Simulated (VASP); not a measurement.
Band structure of Hg (space group P2_1/c). These are LDA (Ceperley-Alder, Perdew-Zunger), VASP's LDA PAW potentials (set 64) (plane waves; VASP) values and carry that method's errors.

The path is coarsely sampled, so an indirect gap can come out somewhat too large. Unless said otherwise, spin-orbit coupling is left out, though it shifts the bands of the heavy elements here.

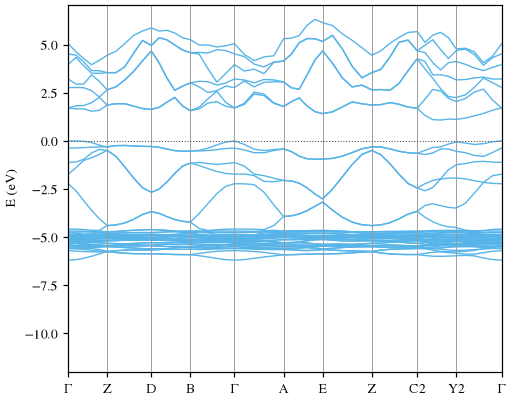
Bands along high-symmetry lines, zero at the valence-band maximum or, without a gap, the Fermi level

Read the plot: is there a gap, and where are the band edges?

The gap is indirect, 1.08 eV, from the valence maximum at Γ to the conduction minimum at C2-Y2 at 0.60.

The structure comes from a computed database's Hg entry; how it stands against other phases isn't given here. The cell was not relaxed at this level.
